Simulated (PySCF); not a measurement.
## EPR calculation, with input and output: C₅H₉NS (charge −1)

C₅H₉NS, charge −1, multiplicity 2, SMILES C=C[C]([S-])N(C)C, computed with UKS B3LYP, pcH-1 on C H N S, non-relativistic, mean-field spin-orbit, GIAO (PySCF 2.14.0).

It belongs to a series of runs on one base structure; here: electron added.

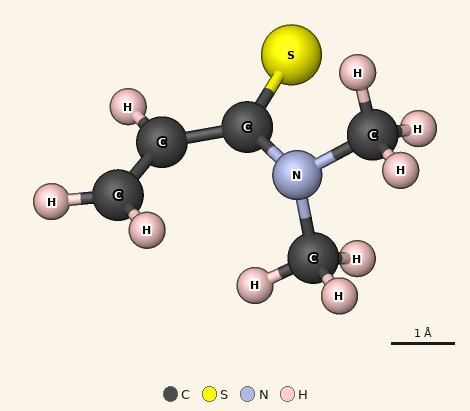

Figure 1. The input geometry (ball-and-stick view, seen at a tilt).

Summary

- outcome: converged
- total energy: −648.900563 hartree
- ⟨S²⟩: 0.760
- isotropic g: 2.0083
- hardware: 1 CPU thread, shared host
- wall time: 88 s
- peak memory: 0.97 GiB

Input
```
{"job": {"kind": "epr", "basis": "pcH-1"}, "charge": -1, "multiplicity": 2}
C      2.096508    -0.147205    -1.185881
C      1.617142    -0.912932    -0.161542
C      0.469423    -0.687378     0.599433
S      0.057907    -1.716364     1.899202
N     -0.376200     0.408660     0.243910
C     -1.207473     0.127208    -0.906914
C     -1.152128     0.940092     1.336712
H      3.006876    -0.411386    -1.702145
H      1.613326     0.767018    -1.485970
H      2.178618    -1.799010     0.118073
H     -2.019131    -0.586578    -0.679274
H     -0.586660    -0.294565    -1.695296
H     -1.659951     1.058151    -1.266313
H     -1.942605     0.251479     1.675639
H     -0.487581     1.130655     2.178095
H     -1.615669     1.881097     1.020860
```

The first line tells a small driver script what to run in PySCF; the rest is the geometry in Å.

Launched with:
```bash
OMP_NUM_THREADS=1 python <driver script> task.json out
```

The program's output
```
UKS, coarse grid
  cycle   1  E = -648.80139019  |g| = 3.93e-01
  cycle   2  E = -648.80131803  |g| = 4.26e-01
  cycle   3  E = -648.89995326  |g| = 3.62e-02
  cycle   4  E = -648.90011720  |g| = 2.88e-02
  cycle   5  E = -648.90053438  |g| = 7.27e-03
  cycle   6  E = -648.90056471  |g| = 3.61e-03
  cycle   7  E = -648.90057404  |g| = 1.41e-03
  cycle   8  E = -648.90057620  |g| = 5.17e-04
UKS, final grid
  cycle   1  E = -648.90056310  |g| = 5.90e-04
  cycle   2  E = -648.90056280  |g| = 9.96e-04
  cycle   3  E = -648.90056332  |g| = 1.15e-04
  cycle   4  E = -648.90056333  |g| = 5.54e-05
  cycle   5  E = -648.90056333  |g| = 3.84e-05
  cycle   6  E = -648.90056333  |g| = 1.49e-05
E = -648.90056333 Eh   <S^2> = 0.7605 (exact 0.7500)
g shifts (ppm)      1          2          3
  rmc          -175       -175       -175
  gc              1         33         38
  oz_so        -148       6218      12263
  total        -322       6076      12125
hyperfine (MHz)  atom isotope    a_iso     a_fc   dipolar eigenvalues
    0   13C      34.03      34.14    -34.04    -32.75     66.78
    1   13C     -26.37     -26.35     -4.99      0.21      4.79
    2   13C      37.15      36.84    -35.44    -33.61     69.05
    3   33S       5.82       5.50    -29.26    -26.29     55.54
    4   14N       1.25       1.23     -1.58     -1.15      2.73
    5   13C      22.38      22.38     -2.12     -1.61      3.73
    6   13C      -0.42      -0.43     -0.94     -0.36      1.30
    7    1H     -27.39     -27.38    -17.18      0.59     16.60
    8    1H     -26.97     -26.97    -14.65     -0.00     14.65
    9    1H       2.15       2.15     -4.20     -0.28      4.49
   10    1H      -0.05      -0.05     -2.15     -1.11      3.26
   11    1H       1.84       1.84     -3.30      0.16      3.14
   12    1H      -0.41      -0.42     -1.54     -1.45      2.99
   13    1H       3.26       3.25     -1.93     -1.00      2.93
   14    1H       1.11       1.11     -2.38     -1.28      3.66
   15    1H       1.10       1.10     -1.38     -0.88      2.26
```

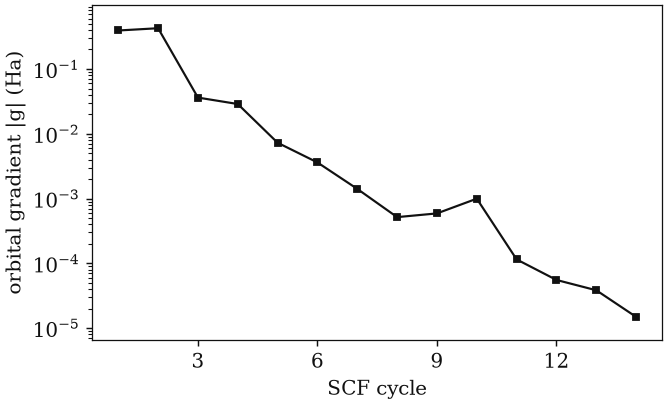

Figure 2. Convergence of the self-consistent field: orbital gradient |g| against the SCF cycle. All cycles printed in the log are drawn one after another.

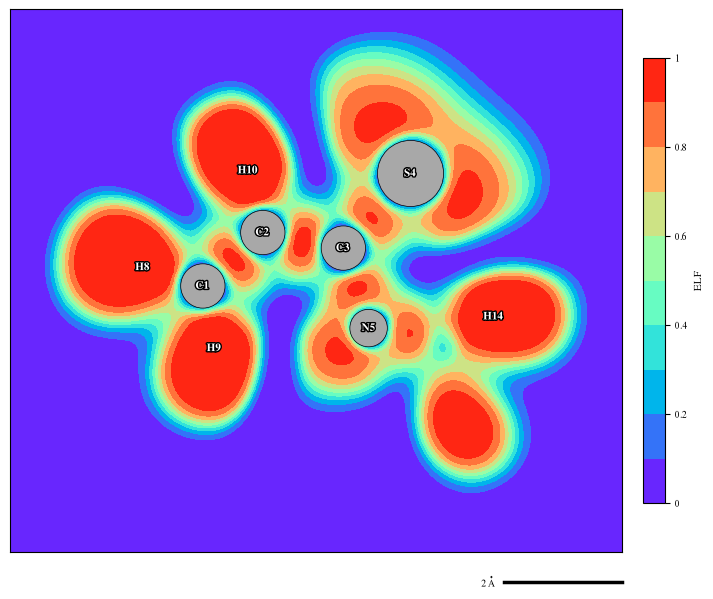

Figure 3. Electron localisation function on the plane of atoms C3, C2 and H10. Grey discs, where drawn, cover atomic cores. Atoms in the plane: C, S, N and H. C–S (1.71 Å): the ELF peaks at about 0.90 between the atoms (a covalent bond).

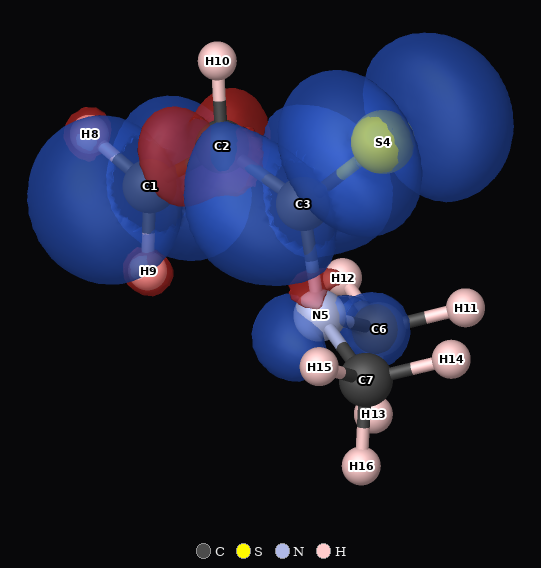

Figure 4. Isosurfaces of the spin density (α minus β) at +0.01 (blue) and −0.01 e/Å³ (red), seen at an oblique angle. The unpaired spin (1 electron) lies mostly on S4 (about 0.3), C1 (about 0.3) and C3 (about 0.2), in electrons by Hirshfeld's partition.
